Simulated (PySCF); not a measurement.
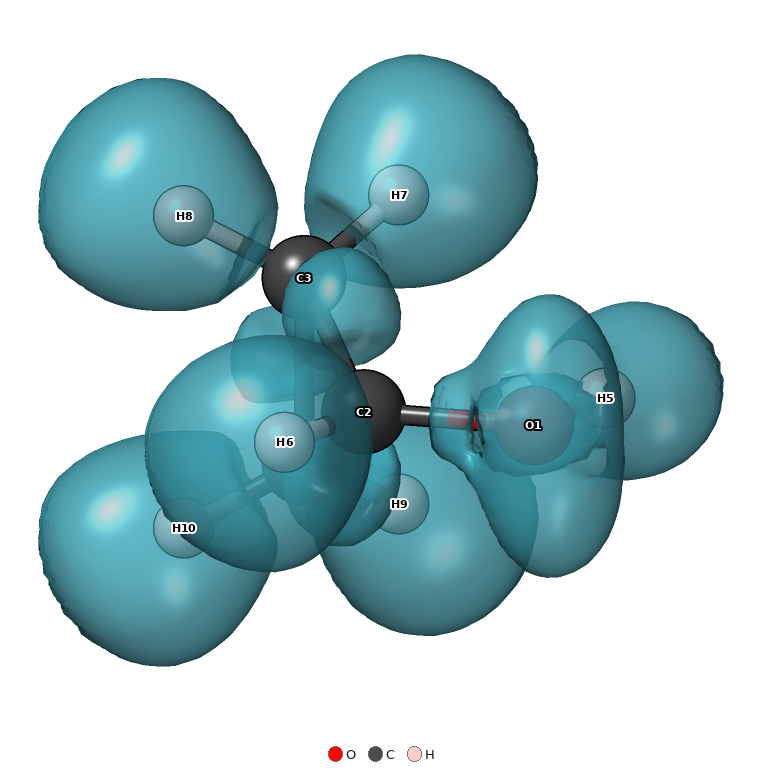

*C3H6O (SMILES OC1CC1). Isosurface of the ELF at 0.75 (cyan), seen at a tilt. Core shells and regions of very low density are left out.*

Geometry: GFN2-xTB.

All numbers below come from KT2/pcSseg-1, SCF density, in a chloroform solvent model, non-relativistic in PySCF.

```xyz
10

O    -1.7640   -0.3572   -0.0231
C    -0.5433    0.0333    0.5128
C     0.7423   -0.6182    0.1056
C     0.4576    0.8098   -0.2861
H    -1.6385   -0.5871   -0.9506
H    -0.6886    0.2899    1.5536
H     0.7101   -1.3685   -0.6709
H     1.4889   -0.8081    0.8602
H     0.2356    1.0117   -1.3239
H     1.0089    1.5990    0.1999
```

### Where are the electrons localised?

The surface consists of three regions between bonded C–C atoms (shared pairs), five regions around hydrogen nuclei and one joined region spread over several atoms (H, O), in which their bonds and any lone pairs are merged. Along the contacts the grid gives the following. C–O (1.39 Å): the ELF peaks at about 0.90 between the atoms; a polar covalent bond. C–C (1.50 Å): the ELF peaks at about 0.90 between the atoms (a shared electron pair).
